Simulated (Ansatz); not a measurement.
CHBClGa (SMILES Cl/B=[CH]\[Ga])

```xyz
5

C    -1.0726    0.4095   -2.1810
B    -1.8433   -0.6619   -2.5416
Cl   -3.0369   -1.8300   -2.8528
Ga   -2.1599    1.8172   -1.2198
H    -0.0309    0.7205   -2.2662
```

Geometry: PBE0-D3(BJ)/def2-SVP.

All numbers below come from isolated molecule in a Gaussian basis; Kohn-Sham density functional theory, functional PBE0 in Ansatz 0.2.0.

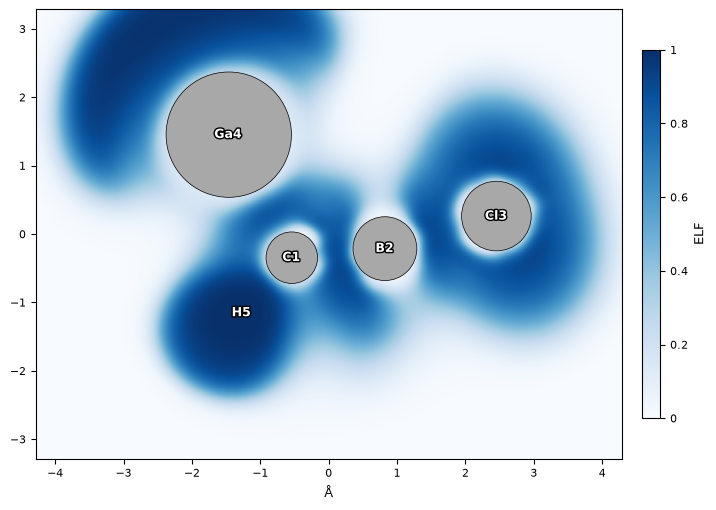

Figure 1. Electron localisation function on the molecular plane. Grey discs cover the atomic cores.

What does the map show?

- The plane passes through C, B, Cl, Ga and H nuclei.
- C–B (1.37 Å): the ELF peaks at about 0.90 between the atoms: localised, covalent bonding.
- B–Cl (1.70 Å): the ELF peaks at about 0.90 between the atoms (a short, strongly polar bond).
- C–Ga (2.02 Å): the ELF peaks at about 0.85 in the valence shell of C, 0.7 Å from its nucleus, and is about 0.45 at the midpoint.
- C–H (1.09 Å): the ELF climbs to about 1 towards the hydrogen, as it does in any bond to H: an ordinary covalent bond to hydrogen.
- The ELF also peaks beside Cl3, away from the bonds: lone-pair regions.

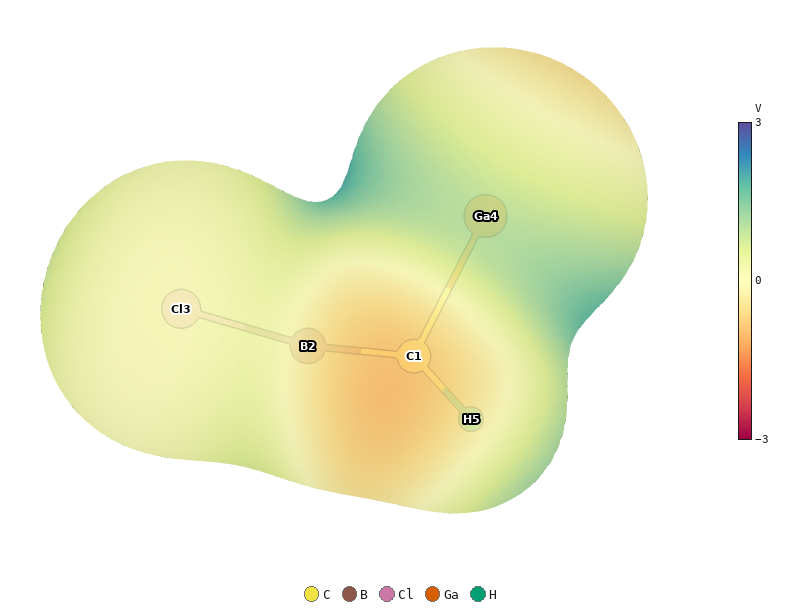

Figure 2. The electrostatic potential painted on the density surface at 0.002 e/bohr³, seen at a tilt; the colour scale runs from red (negative) to blue (positive).

Which sites attract a positive test charge, and which a negative one?

A positive charge is drawn to the negative regions and a negative charge to the positive ones. The most negative region (about −0.9 V, or −21 kcal/mol for a unit charge) lies over the π face of C1, the most positive (about +2.0 V, or +46 kcal/mol for a unit charge) over Ga4. Cl3 shows a σ-hole: about +0.8 V, or +18 kcal/mol for a unit charge at the tip opposite its bond, against about +0.1 V on its flanks.

What dipole moment does the calculation give?

Its dipole moment is 0.11 D.

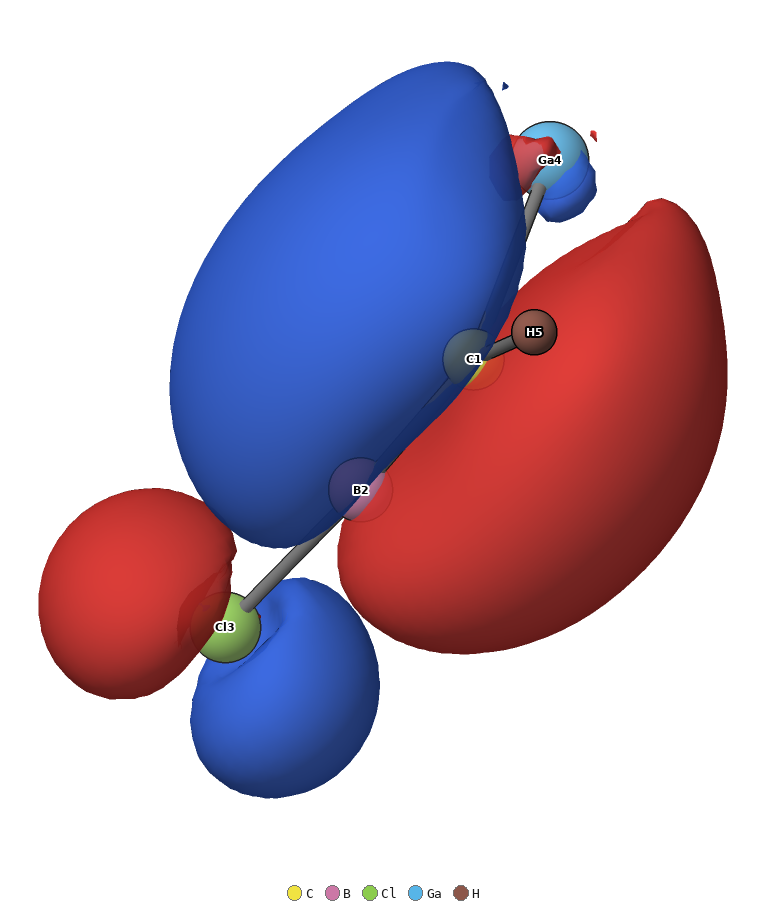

Figure 3. The HOMO−1 at ±0.08 Å⁻³ᐟ² (red and blue are the two phases), seen at an oblique angle.

Describe this orbital and give its energy.

By Hirshfeld shares it lies mainly on C1 (about 50 %), B2 (about 25 %), Ga4 (about 10 %) and Cl3 (about 10 %); it changes sign across the molecular plane (π type); π-bonding across C1–B2; π-antibonding (a node) across B2–Cl3. Its energy is −6.74 eV.
